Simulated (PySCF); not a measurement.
**C₃H₂F₂N (SMILES N#CC[C](F)F) (doublet): density, localisation and related maps**

```xyz
8

N     2.5148    0.0499    0.4841
C     1.4257   -0.1876    0.2429
C     0.0478   -0.5024   -0.0760
C    -0.8474    0.6646    0.1630
F    -0.7163    1.7331   -0.6274
F    -2.1447    0.4052    0.3635
H     0.0168   -0.8238   -1.1304
H    -0.2877   -1.3296    0.5557
```

Geometry: GFN2-xTB.

Level of theory: UKS B3LYP, pcH-1 on C F H N, non-relativistic, mean-field spin-orbit, GIAO in PySCF.

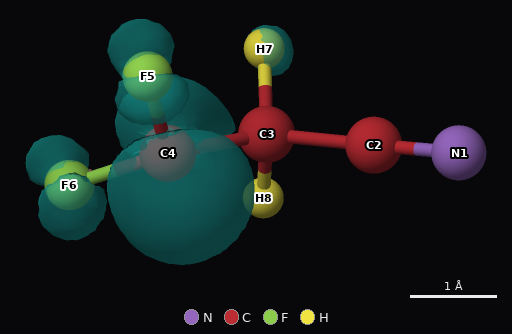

Figure 1. Isosurfaces of the spin density at +0.05 (teal) and −0.05 e/Å³ (pink), seen from one side.

### Where is the unpaired spin?

The unpaired spin (1 electron) lies mostly on C4 (about 0.7), F6 (about 0.1) and F5 (about 0.1), in electrons by Hirshfeld's partition.

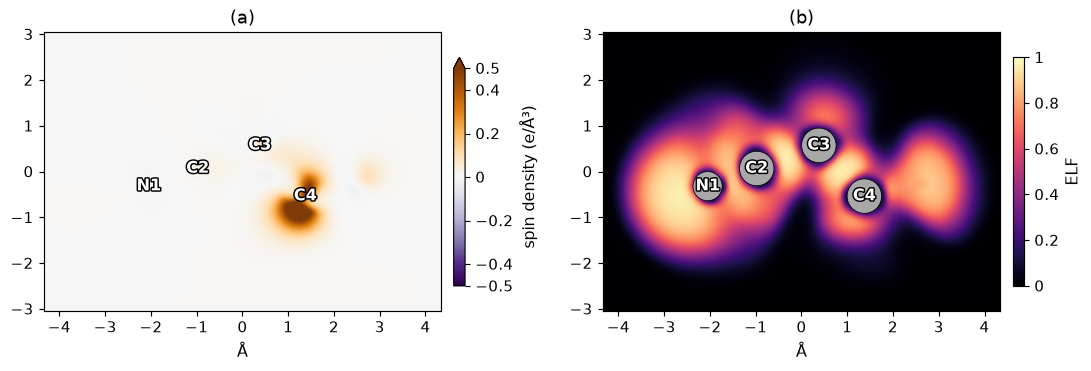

Figure 2. (a) spin density (α minus β); (b) ELF on the plane of atoms C2, C3 and C4. Grey discs cover the atomic cores in the ELF map.

### Describe what can be read from this map.

- The section cuts through N and C sites.
- C–N (1.14 Å): the ELF peaks at about 0.85 between the atoms; a multiple bond.
- C–C (1.45 Å): the ELF peaks at about 0.95 between the atoms, as expected for a covalent bond.
- C–C (1.49 Å): the ELF peaks at about 0.95 between the atoms; a shared electron pair.
- The ELF also peaks beside N1 and F6, away from the bonds: non-bonding electrons, paired or unpaired.

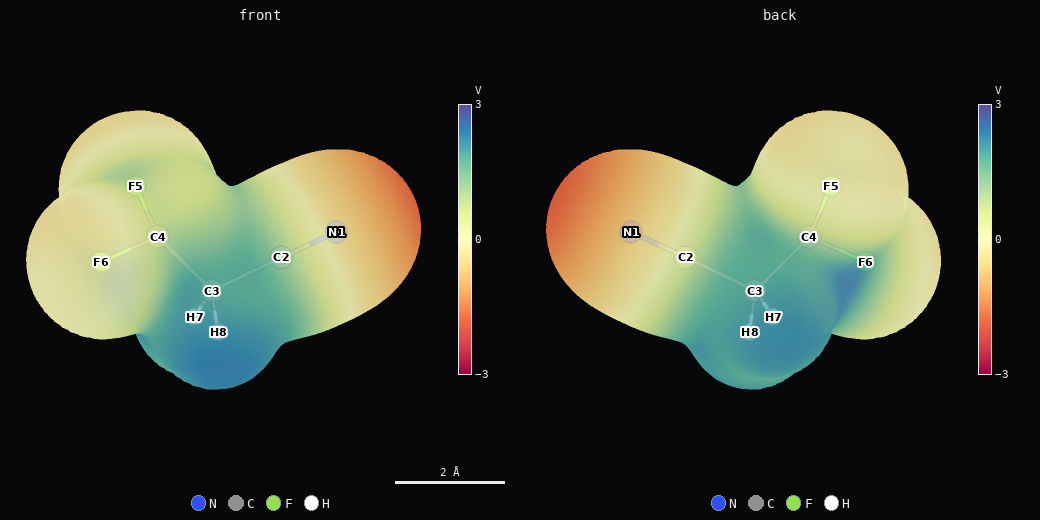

Figure 3. The electrostatic potential painted on the density surface at 0.004 e/bohr³, seen from the front and from behind; red is negative and blue positive.

### Where is the surface potential most negative and most positive?

The most negative region (about −1.8 V) lies over N1, the most positive (about +2.5 V) over C4 and H8. N1 is the likeliest acceptor of a hydrogen bond.
